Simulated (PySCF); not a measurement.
Molecule: C₂H₄BF₃S, SMILES CBSC(F)(F)F.

Vertical TDDFT excitations, PBE0/def2-SVPD (IEF-PCM dichloromethane), PySCF 2.14.0, at a PBE0-D3(BJ)/def2-SVP geometry (no frequency check).

**Where does it absorb, and how strongly?**

The lowest singlet lies at 6.32 eV (196 nm, f = 0.001); the brightest of the first 6 is S2 at 6.39 eV (194 nm), f = 0.214, mainly HOMO → LUMO (95 %). No singlet lies below 3.1 eV (beyond 400 nm), so at this level no vertical transition falls in the visible.


```tsv
state	E (eV)	λ (nm)	f	main character
S1	6.32	196	0.001	HOMO−1 → LUMO (98 %)
S2	6.39	194	0.214	HOMO → LUMO (95 %)
S3	6.86	181	0.002	HOMO → LUMO+1 (50 %)
S4	7.01	177	0.000	HOMO−2 → LUMO (51 %)
S5	7.99	155	0.126	HOMO−1 → LUMO+1 (93 %)
S6	8.01	155	0.002	HOMO−3 → LUMO (85 %)
```

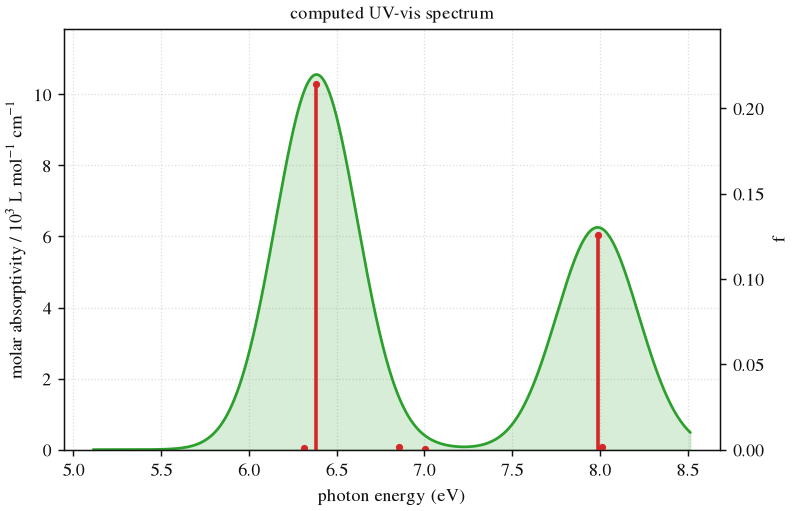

The lowest 6 singlet states are shown; each is broadened by a Gaussian of 1/e half-width 0.33 eV. Sticks give oscillator strengths (right axis).

Caveats: one conformer of a flexible molecule; core orbitals are frozen in the response.
